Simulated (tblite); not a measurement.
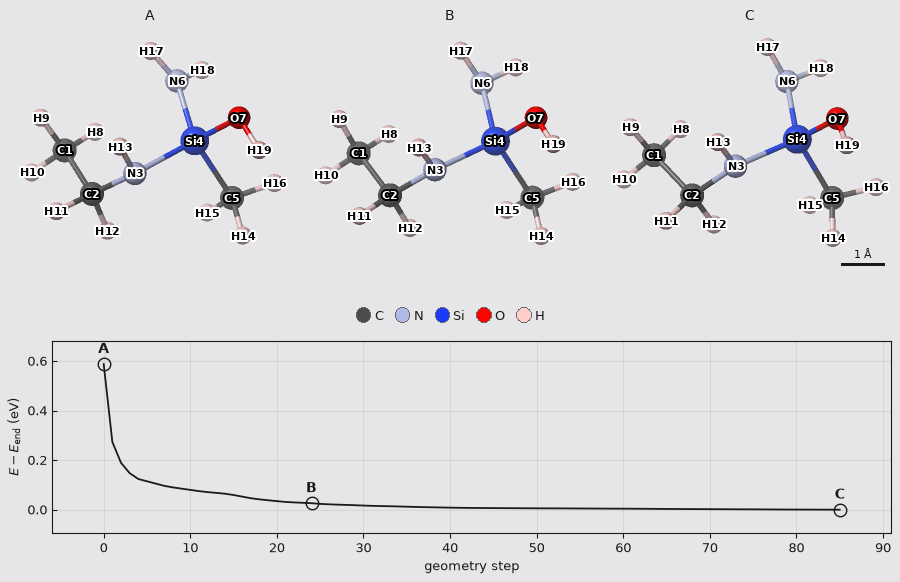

Frames of a relaxation of C₃H₁₂N₂OSi, marked on the history of the run. The picture is a ball-and-stick view, seen face on.

Theory: GFN2-xTB geometry optimisation, gas phase in tblite. 

Describe the path.

Answer. H18 moves most after the best rigid fit: 0.45 Å. Largest moves by element: H 0.45 Å, C 0.28 Å, N 0.27 Å, Si 0.07 Å, O 0.06 Å. Near-neighbour distances that change, for instance: Si4–O7 1.732 → 1.644 Å, N3–Si4 1.778 → 1.728 Å, C2–H12 1.130 → 1.090 Å, O7–H19 0.991 → 0.953 Å. Among the angles between lasting bonds that change: H17–N6–H18 119.5° → 108.6°, Si4–O7–H19 111.3° → 119.0°, C2–N3–Si4 116.1° → 123.2°. The energy falls by 0.588 eV in 85 geometry steps. From step 0 to 24: H18 moves most (0.38 Å), energy −0.562 eV. From step 24 to 85: H9 moves most (0.32 Å), energy −0.026 eV.

```csv
step,"E − E(0), eV"
0,0.0000
1,-0.3145
2,-0.3985
3,-0.4403
4,-0.4638
5,-0.4731
6,-0.4823
7,-0.4916
8,-0.4978
9,-0.5028
10,-0.5078
14,-0.5232
18,-0.5462
22,-0.5584
26,-0.5660
30,-0.5710
34,-0.5746
38,-0.5781
42,-0.5805
46,-0.5815
49,-0.5820
53,-0.5825
57,-0.5832
61,-0.5838
65,-0.5847
69,-0.5855
73,-0.5861
77,-0.5867
81,-0.5874
85,-0.5877
```
